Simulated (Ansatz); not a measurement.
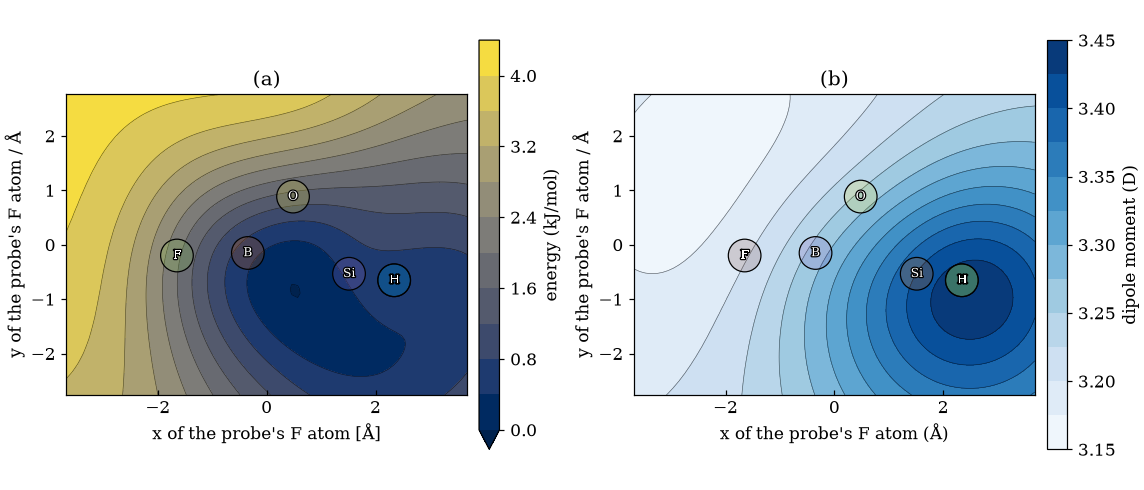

BFH₂OSi (SMILES FB1O[SiH2]1) with the probe HF. The probe is moved over a plane parallel to the molecule's main plane, 3.91 Å above it. First axis: x of the probe's F atom. Second axis: y of the probe's F atom. Nothing is relaxed (molecule and probe rigid, the probe upright with F nearest the plane). The grid has 17 × 13 points. Points are written as (first, second). Energies: kJ/mol, counted from the lowest grid point. Computed with RHF/def2-SVPD in Ansatz.

Panel (a) is the energy and panel (b) the computed dipole moment on the same grid.

Drawn: filled contours, labelled circles for the molecule's atoms, projected on the plane. Between grid points the surface is interpolated.

Question: How does the dipole moment vary over the map, and what is it at the lowest grid point?

Answer: Leaving out the highest fifth of the energies, it runs from 3.17 D at (−2.30 Å, 0.92 Å) to 3.44 D at (2.30 Å, −0.92 Å). At the lowest grid point, (0.46 Å, −0.92 Å), it is 3.34 D.

| y of the probe's F atom ↓, x of the probe's F atom → | −3.22 | −2.30 | −1.38 | −0.46 | 0.46 | 1.38 | 2.30 | 3.22 |
| --- | --- | --- | --- | --- | --- | --- | --- | --- |
| 2.76 | 3.17 | 3.17 | 3.17 | 3.18 | 3.19 | 3.21 | 3.23 | 3.24 |
| 2.30 | 3.17 | 3.17 | 3.17 | 3.18 | 3.20 | 3.22 | 3.25 | 3.26 |
| 1.84 | 3.17 | 3.17 | 3.17 | 3.19 | 3.21 | 3.24 | 3.27 | 3.28 |
| 1.38 | 3.17 | 3.17 | 3.18 | 3.20 | 3.23 | 3.27 | 3.30 | 3.30 |
| 0.92 | 3.17 | 3.17 | 3.18 | 3.21 | 3.25 | 3.30 | 3.33 | 3.33 |
| 0.46 | 3.17 | 3.17 | 3.19 | 3.23 | 3.28 | 3.33 | 3.37 | 3.37 |
| 0.00 | 3.17 | 3.18 | 3.20 | 3.25 | 3.30 | 3.36 | 3.40 | 3.40 |
| −0.46 | 3.17 | 3.18 | 3.21 | 3.26 | 3.33 | 3.39 | 3.43 | 3.42 |
| −0.92 | 3.18 | 3.19 | 3.22 | 3.27 | 3.34 | 3.40 | 3.44 | 3.43 |
| −1.38 | 3.18 | 3.20 | 3.23 | 3.28 | 3.34 | 3.40 | 3.44 | 3.42 |
| −1.84 | 3.19 | 3.20 | 3.23 | 3.28 | 3.34 | 3.39 | 3.42 | 3.41 |
| −2.30 | 3.19 | 3.21 | 3.23 | 3.28 | 3.33 | 3.37 | 3.39 | 3.38 |
| −2.76 | 3.20 | 3.21 | 3.23 | 3.27 | 3.31 | 3.35 | 3.37 | 3.36 |

The table holds every second grid line.
